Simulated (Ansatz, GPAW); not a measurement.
**How Cu3SeI (model structure) absorbs and reflects light**

Wanted: where Cu3SeI (model structure) starts to absorb, how strongly, and its refractive index. The structure is a model built here, which may or may not match a known phase. It was built so: All Ag replaced by Cu and S replaced by Se in the R3 structure of Ag3SI. The cell is first relaxed with Ansatz.

Program: GPAW 26.7.0. Level of theory: DFT, PBE, plane-wave PAW (GPAW data sets), scalar-relativistic, RPA, optical limit. Results are calculated unless marked as measured.

## (1) The structure

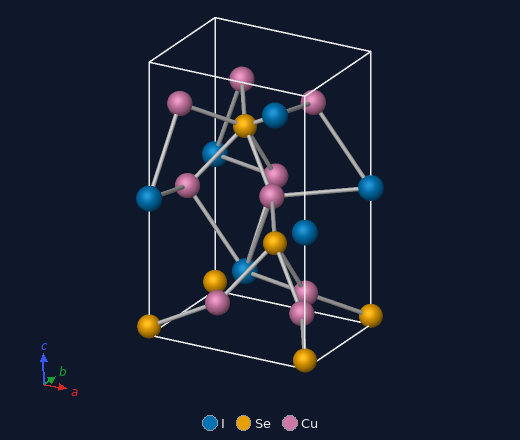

Start, viewed slightly off an axis; iodine blue, selenium orange, copper pink. This picture shows the conventional cell, with its axes. Bonds to atoms that aren't drawn are left out. Some periodic images of atoms are drawn too.

## (2) Relaxation

The structure was built or cut out here, so it is relaxed before any spectrum is computed.

This step: DFT, PBE, plane-wave PAW, default files, scalar-relativistic, relaxation (Ansatz 0.2.0).

The input, input.yaml:

```yaml
crystal:
  lattice:
    - [3.3322015189, 1.9238474423, 2.7207311512]
    - [-3.3322015189, 1.9238474423, 2.7207311512]
    - [0.0, -3.8476948896, 2.7207311476]
  atoms:
    - { symbol: I, position: [0.5, 0.5, 0.5] }
    - { symbol: Se, position: [0.0319, 0.0319, 0.0319] }
    - { symbol: Cu, position: [0.8895, 0.0175, 0.53] }
    - { symbol: Cu, position: [0.0175, 0.53, 0.8895] }
    - { symbol: Cu, position: [0.53, 0.8895, 0.0175] }
kpoints:
  mp_grid: { grid: [5, 5, 5] }
scf:
  occupations: { method: fermi_dirac, width: 0.05 }
hamiltonian:
  xc: pbe
output:
  forces: true
  stress: true
relax:
  f_tol: 0.02
  max_steps: 50
  cell: {}
```

Run with:

```
> ansatz run input.yaml --threads 1 --pin off --max-ram 4096MiB --backend cpu --events-out ev --progress --plain --runs-dir out
```

Numbers of over 12 decimals in the logs are rounded to 6 here.

The log of the run:

```text
Engine: ansatz 0.2.0, x86_64-unknown-linux-gnu
Pseudopotentials: kind: paw
Pseudopotential: I, paw, valence charge 17, recommended cutoff 420 eV (normal), I.paw.azcp
Pseudopotential: Se, paw, valence charge 16, recommended cutoff 420 eV (normal), Se.paw.azcp
Pseudopotential: Cu, paw, valence charge 19, recommended cutoff 420 eV (normal), Cu.paw.azcp
Functional definition: PBE
  parameter kappa = 0.804
  parameter beta = 0.066725
  exchange = pbe_x(kappa = kappa, mu = beta*pi^2/3)
  correlation = pbe_c(beta = beta)
Crystal: 5 atoms, lattice volume = 104.650 Å³
Basis set: ecut = 420 eV, 2103 PW (Γ), exchange–correlation on 64×64×64 points (8 copies of the dense FFT grid, shifted against one another)
Bands: 54, of which v1, the nominal top of the filled ones, is band 45 counted from 1 (44 counted from 0)
Symmetry: 3 space group operations
Space group: R3 (ITA 146), of the structure as read, at distance tolerance 4.7e-5 Å
k-points: 23 of 125 (time reversal used)
Non-local potential: I, projectors of the file, l = 0: 2, l = 1: 2, l = 2: 2, l = 3: 2
Non-local potential: Se, projectors of the file, l = 0: 2, l = 1: 2, l = 2: 3, l = 3: 1
Non-local potential: Cu, projectors of the file, l = 0: 3, l = 1: 2, l = 2: 3, l = 3: 1
PAW form: soft (Blöchl's): semilocal exchange-correlation on the pseudo side does not see the compensation charge
PAW one-centre angular grid: I, 590 points (default); XC on 64 Gauss nodes
PAW one-centre angular grid: Se, 590 points (default); XC on 64 Gauss nodes
PAW one-centre angular grid: Cu, 590 points (default); XC on 64 Gauss nodes
Initial density: superposition of atomic densities (neutral atoms: chi_scale 0, normalization atom), corrected by the library's trained network
Initial wavefunctions: pseudopotential atomic-orbital guess
Functional: x = pbe(κ = 0.804, μ = 0.219515), c = pbe(β = 0.066725)
SCF iter   1: F=—  HF=-32857.237788 eV  |F-HF|=—  |Δ(HF+E_count)|=         —  Δρ=1.80e-3  dr2=2.91e-3  ethr=1.77e-3  ⟨swp⟩=6.6  Hψ=4672  notcnv=0  defer=7
preconditioner: auto → Resta (q_TF=auto, 2.661 Å⁻¹)  ε∞=9.6  [insulator: Δε(μ)=0.686 eV  Ē_g=8.403 eV  σ=0.050 eV  W_gap=0.99  n_scr=26 (ndim 8)  ℏωp=24.6 eV  f_vac=0.055  D(μ)=0.00/eV (n_scr^D=0)  ε∞_Penn≈9.6]
SCF iter   2: F=—  HF=-32857.237190 eV  |F-HF|=—  |Δ(HF+E_count)|=   5.98e-4  Δρ=1.22e-3  dr2=1.16e-3  ethr=3.23e-6  ⟨swp⟩=2.4  Hψ=2506  notcnv=0  defer=26
SCF iter   3: F=—  HF=-32857.237204 eV  |F-HF|=—  |Δ(HF+E_count)|=   1.45e-5  Δρ=1.06e-3  dr2=7.44e-4  ethr=1.29e-6  ⟨swp⟩=2.0  Hψ=2080  notcnv=0  defer=26
SCF iter   4: F=—  HF=-32857.237038 eV  |F-HF|=—  |Δ(HF+E_count)|=   1.66e-4  Δρ=1.96e-4  dr2=4.66e-5  ethr=8.26e-7  ⟨swp⟩=2.0  Hψ=1649  notcnv=0  defer=26
SCF iter   5: F=—  HF=-32857.236995 eV  |F-HF|=—  |Δ(HF+E_count)|=   4.27e-5  Δρ=7.20e-5  dr2=7.14e-6  ethr=5.18e-8  ⟨swp⟩=2.0  Hψ=1591  notcnv=0  defer=26
SCF iter   6: F=—  HF=-32857.236995 eV  |F-HF|=—  |Δ(HF+E_count)|=   1.37e-7  Δρ=2.43e-5  dr2=5.17e-7  ethr=7.93e-9  ⟨swp⟩=2.0  Hψ=1942  notcnv=0  defer=26
SCF iter   7: F=—  HF=-32857.236996 eV  |F-HF|=—  |Δ(HF+E_count)|=   1.91e-7  Δρ=1.55e-5  dr2=1.54e-7  ethr=1.11e-10  ⟨swp⟩=5.0  Hψ=4577  notcnv=0
SCF iter   8: F=-32857.236996 eV  HF=-32857.236996 eV  |F-HF|=1.82e-9  |Δ(HF+E_count)|=   4.13e-9  Δρ=2.28e-6  dr2=6.54e-9  ethr=1.11e-10  ⟨swp⟩=5.0  Hψ=4270  notcnv=0
SCF 1 converged in 8 iterations: F = -32857.236996 eV  dr2 = 6.54e-9
  greatest PAW one-centre occupation: 1.000 electrons in one spin orbital (limit 2), on the Cu atom at site 4 (counted from 0), in its partial waves of l = 0
relax step   1: F+E_penalty+E_count = -32857.23699569 eV  Δ(F+E_penalty+E_count) = +0.000e0 eV  max|allowed force component| = 3.830e-1 eV/Å  Δτ_max = 0.0000 Å  P = -2.221 GPa  Ω = 104.650 Å³  (8 SCF iters, dr2 threshold 1.00e-7 eV, accepted)
Crystal: 5 atoms, lattice volume = 99.742 Å³
Basis set: ecut = 420 eV, 1935 PW (Γ), exchange–correlation on 64×64×64 points (8 copies of the dense FFT grid, shifted against one another)
Initial density: handed on by an earlier stage of this run
Initial wavefunctions: those handed on with the density
iter 1 solved again at ethr=7.07e-5 eV; its pass at ethr=3.10e-3 eV (dr2=6.36e-2 eV) is discarded
SCF iter   1: F=—  HF=-32857.443249 eV  |F-HF|=—  |Δ(HF+E_count)|=         —  Δρ=7.93e-3  dr2=6.56e-2  ethr=7.07e-5  ⟨swp⟩=2.0  Hψ=5857  notcnv=0
preconditioner: auto → Resta (q_TF=auto, 2.682 Å⁻¹)  ε∞=9.5  [insulator: Δε(μ)=0.680 eV  Ē_g=8.660 eV  σ=0.050 eV  W_gap=0.99  n_scr=26 (ndim 8)  ℏωp=25.2 eV  f_vac=0.049  D(μ)=0.00/eV (n_scr^D=0)  ε∞_Penn≈9.5]
SCF iter   2: F=—  HF=-32857.431527 eV  |F-HF|=—  |Δ(HF+E_count)|=   1.17e-2  Δρ=3.75e-3  dr2=2.35e-2  ethr=7.07e-5  ⟨swp⟩=2.0  Hψ=1827  notcnv=0
SCF iter   3: F=—  HF=-32857.429572 eV  |F-HF|=—  |Δ(HF+E_count)|=   1.95e-3  Δρ=5.42e-3  dr2=1.67e-2  ethr=2.61e-5  ⟨swp⟩=2.0  Hψ=1898  notcnv=0
SCF iter   4: F=—  HF=-32857.425299 eV  |F-HF|=—  |Δ(HF+E_count)|=   4.27e-3  Δρ=6.56e-4  dr2=5.02e-4  ethr=1.85e-5  ⟨swp⟩=2.0  Hψ=1892  notcnv=0  defer=3
SCF iter   5: F=—  HF=-32857.425321 eV  |F-HF|=—  |Δ(HF+E_count)|=   2.19e-5  Δρ=1.82e-4  dr2=5.26e-5  ethr=5.58e-7  ⟨swp⟩=2.1  Hψ=1640  notcnv=0  defer=3
SCF iter   6: F=—  HF=-32857.425320 eV  |F-HF|=—  |Δ(HF+E_count)|=   1.16e-6  Δρ=5.81e-5  dr2=4.82e-6  ethr=5.84e-8  ⟨swp⟩=2.0  Hψ=1913  notcnv=0  defer=3
SCF iter   7: F=—  HF=-32857.425323 eV  |F-HF|=—  |Δ(HF+E_count)|=   3.54e-6  Δρ=4.58e-5  dr2=1.52e-6  ethr=5.36e-9  ⟨swp⟩=2.0  Hψ=1940  notcnv=0  defer=3
SCF iter   8: F=-32857.425323 eV  HF=-32857.425323 eV  |F-HF|=1.61e-7  |Δ(HF+E_count)|=   9.03e-8  Δρ=1.55e-5  dr2=1.89e-7  ethr=5.56e-10  ⟨swp⟩=5.0  Hψ=4289  notcnv=0
SCF 2 converged in 8 iterations: F = -32857.425323 eV  dr2 = 1.89e-7
relax step   2: F+E_penalty+E_count = -32857.42532312 eV  Δ(F+E_penalty+E_count) = -1.883e-1 eV  max|allowed force component| = 3.452e-1 eV/Å  Δτ_max = 0.1056 Å  P = -0.552 GPa  Ω = 99.742 Å³  energy of the carried Pulay correction = +1.808e-3 eV  (8 SCF iters, dr2 threshold 5.00e-7 eV, accepted)
Crystal: 5 atoms, lattice volume = 94.755 Å³
Basis set: ecut = 420 eV, 1869 PW (Γ), exchange–correlation on 64×64×64 points (8 copies of the dense FFT grid, shifted against one another)
iter 1 solved again at ethr=2.28e-4 eV; its pass at ethr=3.10e-3 eV (dr2=2.05e-1 eV) is discarded
SCF iter   1: F=—  HF=-32857.582425 eV  |F-HF|=—  |Δ(HF+E_count)|=         —  Δρ=1.40e-2  dr2=2.12e-1  ethr=2.28e-4  ⟨swp⟩=2.1  Hψ=5887  notcnv=0
preconditioner: auto → Resta (q_TF=auto, 2.705 Å⁻¹)  ε∞=9.3  [insulator: Δε(μ)=0.602 eV  Ē_g=8.974 eV  σ=0.050 eV  W_gap=0.99  n_scr=26 (ndim 8)  ℏωp=25.9 eV  f_vac=0.045  D(μ)=0.00/eV (n_scr^D=0)  ε∞_Penn≈9.3]
SCF iter   2: F=—  HF=-32857.543475 eV  |F-HF|=—  |Δ(HF+E_count)|=   3.89e-2  Δρ=6.73e-3  dr2=7.50e-2  ethr=2.28e-4  ⟨swp⟩=2.2  Hψ=1826  notcnv=0
SCF iter   3: F=—  HF=-32857.542860 eV  |F-HF|=—  |Δ(HF+E_count)|=   6.15e-4  Δρ=1.16e-2  dr2=6.93e-2  ethr=8.33e-5  ⟨swp⟩=3.4  Hψ=2176  notcnv=0
SCF iter   4: F=—  HF=-32857.524033 eV  |F-HF|=—  |Δ(HF+E_count)|=   1.88e-2  Δρ=1.16e-3  dr2=1.40e-3  ethr=7.70e-5  ⟨swp⟩=2.0  Hψ=1994  notcnv=0  defer=67
SCF iter   5: F=—  HF=-32857.524058 eV  |F-HF|=—  |Δ(HF+E_count)|=   2.59e-5  Δρ=3.32e-4  dr2=1.53e-4  ethr=1.55e-6  ⟨swp⟩=2.7  Hψ=1959  notcnv=0  defer=67
SCF iter   6: F=—  HF=-32857.524023 eV  |F-HF|=—  |Δ(HF+E_count)|=   3.53e-5  Δρ=1.32e-4  dr2=2.29e-5  ethr=1.69e-7  ⟨swp⟩=2.0  Hψ=1919  notcnv=0  defer=67
SCF iter   7: F=—  HF=-32857.524034 eV  |F-HF|=—  |Δ(HF+E_count)|=   1.13e-5  Δρ=8.18e-5  dr2=5.27e-6  ethr=2.54e-8  ⟨swp⟩=2.0  Hψ=1934  notcnv=0  defer=67
SCF iter   8: F=-32857.524036 eV  HF=-32857.524036 eV  |F-HF|=5.96e-8  |Δ(HF+E_count)|=   1.81e-6  Δρ=1.53e-5  dr2=2.31e-7  ethr=5.56e-10  ⟨swp⟩=3.2  Hψ=5279  notcnv=0
SCF 3 converged in 8 iterations: F = -32857.524036 eV  dr2 = 2.31e-7
relax step   3: F+E_penalty+E_count = -32857.52403632 eV  Δ(F+E_penalty+E_count) = -9.871e-2 eV  max|allowed force component| = 1.265e-1 eV/Å  Δτ_max = 0.1950 Å  P = +1.475 GPa  Ω = 94.755 Å³  energy of the carried Pulay correction = +3.736e-3 eV  (8 SCF iters, dr2 threshold 5.00e-7 eV, accepted)
[...]
relax step   4: F+E_penalty+E_count = -32857.53769729 eV  Δ(F+E_penalty+E_count) = -1.366e-2 eV  max|allowed force component| = 5.199e-2 eV/Å  Δτ_max = 0.0500 Å  P = -0.665 GPa  Ω = 98.129 Å³  energy of the carried Pulay correction = +2.421e-3 eV  (8 SCF iters, dr2 threshold 5.00e-7 eV, accepted)
[...]
relax step   5: F+E_penalty+E_count = -32857.53961131 eV  Δ(F+E_penalty+E_count) = -1.914e-3 eV  max|allowed force component| = 7.860e-2 eV/Å  Δτ_max = 0.0122 Å  P = -0.186 GPa  Ω = 97.768 Å³  energy of the carried Pulay correction = +2.560e-3 eV  (6 SCF iters, dr2 threshold 5.00e-7 eV, accepted)
[...]
relax step   6: F+E_penalty+E_count = -32857.54213567 eV  Δ(F+E_penalty+E_count) = -2.524e-3 eV  max|allowed force component| = 4.449e-2 eV/Å  Δτ_max = 0.0257 Å  P = -0.050 GPa  Ω = 97.108 Å³  energy of the carried Pulay correction = +2.814e-3 eV  (6 SCF iters, dr2 threshold 4.65e-7 eV, accepted)
[...]
relax step   7: F+E_penalty+E_count = -32857.54249422 eV  Δ(F+E_penalty+E_count) = -3.585e-4 eV  max|allowed force component| = 1.832e-2 eV/Å  Δτ_max = 0.0133 Å  P = +0.016 GPa  Ω = 97.071 Å³  energy of the carried Pulay correction = +2.829e-3 eV  (5 SCF iters, dr2 threshold 1.24e-7 eV, accepted)
[...]
relax step   8: F+E_penalty+E_count = -32857.54251538 eV  Δ(F+E_penalty+E_count) = -2.116e-5 eV  max|allowed force component| = 1.237e-2 eV/Å  Δτ_max = 0.0031 Å  P = -0.016 GPa  Ω = 97.089 Å³  energy of the carried Pulay correction = +2.822e-3 eV  (6 SCF iters, dr2 threshold 1.23e-8 eV, accepted)
Initial wavefunctions: pseudopotential atomic-orbital guess (no wavefunctions were taken with the density)
iter 1 solved again at ethr=1.41e-7 eV; its pass at ethr=3.10e-3 eV (dr2=1.27e-4 eV) is discarded
SCF iter   1: F=—  HF=-32857.539061 eV  |F-HF|=—  |Δ(HF+E_count)|=         —  Δρ=1.52e-4  dr2=3.80e-6  ethr=1.41e-7  ⟨swp⟩=3.1  Hψ=7781  notcnv=0
SCF iter   2: F=—  HF=-32857.539063 eV  |F-HF|=—  |Δ(HF+E_count)|=   2.39e-6  Δρ=2.61e-4  dr2=4.08e-5  ethr=4.23e-9  ⟨swp⟩=2.0  Hψ=2278  notcnv=0
SCF iter   3: F=—  HF=-32857.539062 eV  |F-HF|=—  |Δ(HF+E_count)|=   9.19e-7  Δρ=9.10e-5  dr2=2.03e-6  ethr=4.23e-9  ⟨swp⟩=2.0  Hψ=2278  notcnv=0
SCF iter   4: F=—  HF=-32857.539059 eV  |F-HF|=—  |Δ(HF+E_count)|=   2.94e-6  Δρ=1.35e-5  dr2=4.48e-8  ethr=2.26e-9  ⟨swp⟩=2.0  Hψ=2277  notcnv=0
SCF iter   5: F=—  HF=-32857.539059 eV  |F-HF|=—  |Δ(HF+E_count)|=   3.06e-7  Δρ=8.78e-6  dr2=1.96e-8  ethr=4.98e-11  ⟨swp⟩=2.0  Hψ=2278  notcnv=0
SCF iter   6: F=—  HF=-32857.539059 eV  |F-HF|=—  |Δ(HF+E_count)|=   2.71e-8  Δρ=2.38e-6  dr2=1.05e-9  ethr=2.18e-11  ⟨swp⟩=2.0  Hψ=2001  notcnv=0
SCF iter   7: F=—  HF=-32857.539059 eV  |F-HF|=—  |Δ(HF+E_count)|=   2.15e-9  Δρ=3.09e-7  dr2=6.71e-11  ethr=1.16e-12  ⟨swp⟩=2.0  Hψ=2001  notcnv=0
SCF iter   8: F=-32857.539059 eV  HF=-32857.539059 eV  |F-HF|=7.28e-12  |Δ(HF+E_count)|=  2.18e-11  Δρ=1.16e-7  dr2=1.49e-11  ethr=1.00e-12  ⟨swp⟩=4.5  Hψ=4187  notcnv=0
SCF 9 converged in 8 iterations: F = -32857.539059 eV  dr2 = 1.49e-11
  greatest PAW one-centre occupation: 1.000 electrons in one spin orbital (limit 2), on the Cu atom at site 3 (counted from 0), in its partial waves of l = 0
relax step   9: F+E_penalty+E_count = -32857.53905938 eV  Δ(F+E_penalty+E_count) = +3.456e-3 eV  max|allowed force component| = 1.209e-2 eV/Å  Δτ_max = 0.0000 Å  P = +0.002 GPa  Ω = 97.089 Å³  stress off target by 3.46e-2 GPa  SCF on the basis re-selected at this cell (its energy is not comparable with the rows above)  (8 SCF iters)
basis re-selected at this cell: Δ(F+E_penalty+E_count) = +3.456e-3 eV, ΔP = +0.017 GPa vs the last step (what re-selecting the basis moved, of the pressure what is left beyond the Pulay correction that the steps carried, after the strain that the cell walked since its last selection, with what the two solves' SCF thresholds leave and, on support functions, any second-order correction that the steps lacked; it is no m [...]
SCF converged after 8 iterations
Free energy (F): -32857.539059 eV
Harris-Foulkes:  -32857.539059 eV  (|F-HF|=7.28e-12)
Internal energy: -32857.538985 eV  (E = F + TS)
E sigma→0 (E₀):  -32857.539022 eV
Entropy (-TS):   -0.000075 eV (-0.015 meV/atom)
Fermi energy:    11.491714 eV
--- Per-component energies (eV) ---
  E_band       = -2006.170379
  E_kinetic    = 1208.364026
  E_local      = -19302.996448  (includes V_loc(G=0)·N_el)
  E_nonlocal   = 515.655507
  E_hartree    = 8873.014815
  E_xc         = -496.249811
  E_vxc        = -567.345155  (∫ρ·V_xc dr)
  E_paw        = -11744.832960  (= ΣΔE_a)
  E_vpaw       = -1605.878211  (= ΣTr[D̂ρ^β])
  E_aug_tail   = 0.000206  (compensation charges beyond the density's cutoff)
  E_ewald      = -11910.494320
  E_smearing   = -0.000075  (= −TS)
  E_closure    = 0.000000  (closes the sum)
  Σ components = -32857.539059   (vs F -32857.539059, Δ=0.00e0)
--- Forces (eV/Å), atoms counted from 1 ---
  atom   1  I      0.00000000    -0.00000000     0.00104141
  atom   2  Se     0.00000000     0.00000000    -0.01209254
  atom   3  Cu     0.00154083    -0.00363286     0.00368411
  atom   4  Cu    -0.00391657     0.00048203     0.00368411
  atom   5  Cu     0.00237574     0.00315083     0.00368411
  max |Σ_I F_I| component: 1.18e-6 eV/Å
--- Stress (GPa, compression-positive) ---
        0.019993      -0.000000       0.000000
        0.000000       0.019993       0.000000
       -0.000000       0.000000      -0.034645
  P = ⅓ Tr σ = 0.0018 GPa (0.018 kbar)
--- Relaxed structure (8 steps of the walk, 8 accepted, 1 SCFs on fresh bases) ---
  F+E_penalty+E_count = -32857.53905938 eV   max|allowed force component| = 1.209e-2 eV/Å   (the final SCF, on the basis selected at the relaxed cell)
  cell:  # Å, volume = 97.0890 Å³
    - [3.222843, 1.860709, 2.698367]
    - [-3.222843, 1.860709, 2.698367]
    - [-4.651845752676424e-18, -3.721419, 2.698367]
  atoms:
    - { symbol: I, position: [0.501749, 0.501749, 0.501749] }
    - { symbol: Se, position: [0.055037, 0.055037, 0.055037] }
    - { symbol: Cu, position: [0.842146, 0.016183, 0.553785] }
    - { symbol: Cu, position: [0.016183, 0.553785, 0.842146] }
    - { symbol: Cu, position: [0.553785, 0.842146, 0.016183] }
```

Wall time 61 s (1 thread of Intel Xeon 6975P-C (Granite Rapids), shared host); peak memory 0.45 GiB.

The steps of the relaxation:

```tsv
step	energy less that of the first step (eV)	largest force component (eV/Å)	pressure (GPa)	volume (Å³)
1	0.0000	0.3830	-2.22	104.65
2	-0.1883	0.3452	-0.55	99.74
3	-0.2870	0.1265	1.47	94.75
4	-0.3007	0.0520	-0.67	98.13
5	-0.3026	0.0786	-0.19	97.77
6	-0.3051	0.0445	-0.05	97.11
7	-0.3055	0.0183	0.02	97.07
8	-0.3055	0.0124	-0.02	97.09
9*	-0.3021	0.0121	0.00	97.09
```

Relaxation steps marked * repeat the geometry before them on a plane-wave basis chosen anew for their cell, so energy and pressure can jump there.

Forces are held to the 3 operations that the run works with; a distortion that breaks them can't arise in this run.

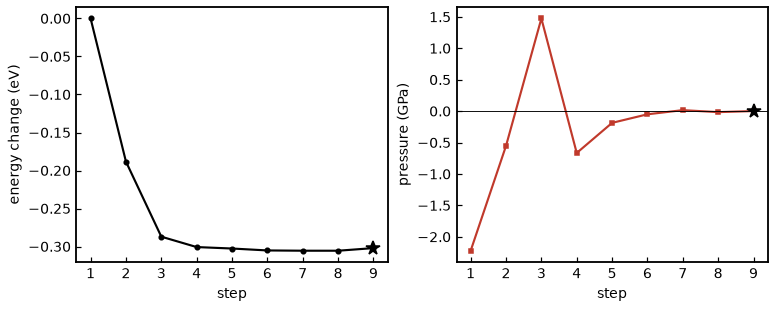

Energy and pressure along the relaxation. Stars mark steps on a basis chosen anew.

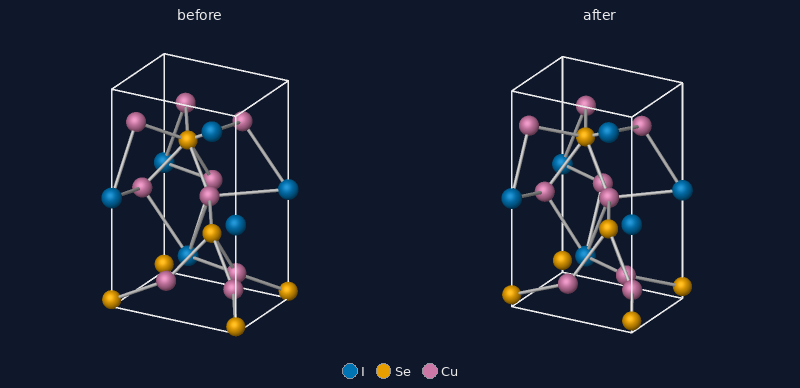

Before and after, at one scale. Bonds to atoms that aren't drawn are left out.

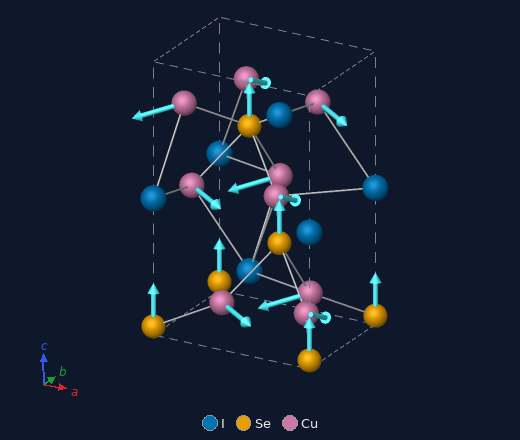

Displacements in the relaxation, exaggerated, measured against the changing cell; the longest in the cell stands for 0.24 Å. Bonds to atoms that aren't drawn are left out. Some periodic images of atoms are drawn too.

```tsv
conventional cell, symmetrised	before	after	change
a (Å)	6.664	6.446	-3.3 %
b (Å)	6.664	6.446	-3.3 %
c (Å)	8.162	8.095	-0.8 %
volume (Å³/atom)	20.93	19.42	-7.2 %
```

The atoms that moved most (Å, as changes of fractional coordinates times the final cell):

```tsv
atom	dx	dy	dz	length
Cu3	-0.148	-0.179	-0.067	0.242
Cu5	0.229	-0.039	-0.067	0.242
Cu4	-0.081	0.218	-0.067	0.242
Se2	0.000	0.000	0.187	0.187
I1	0.000	0.000	0.014	0.014
```

Final coordinates:

```xyz
5
Lattice="3.2228 1.8607 2.6984 -3.2228 1.8607 2.6984 0.0000 -3.7214 2.6984" Properties=species:S:1:pos:R:3 pbc="T T T"
I     0.0000    0.0000    4.0617
Se    0.0000    0.0000    0.4455
Cu    2.6620   -0.4638    3.8104
Cu   -1.7326   -2.0734    3.8104
Cu   -0.9293    2.5372    3.8104
```

The relaxation ends with a largest force component of 0.012 eV/Å and a pressure of 0.00 GPa.

(Part 1 of 2 ends here.)

[Machine, clock and banner lines and Python warnings are left out of the logs.]

[Logs are printed without paths, hosts, clocks, repeated set-up lines and the standing remarks that a program may print on its own settings, such as how far it seeks lower states.]

[Hosts, paths, dates, database ids (printed as entryN), source tags and the programs' standing remarks are cut or masked in the printed files.]
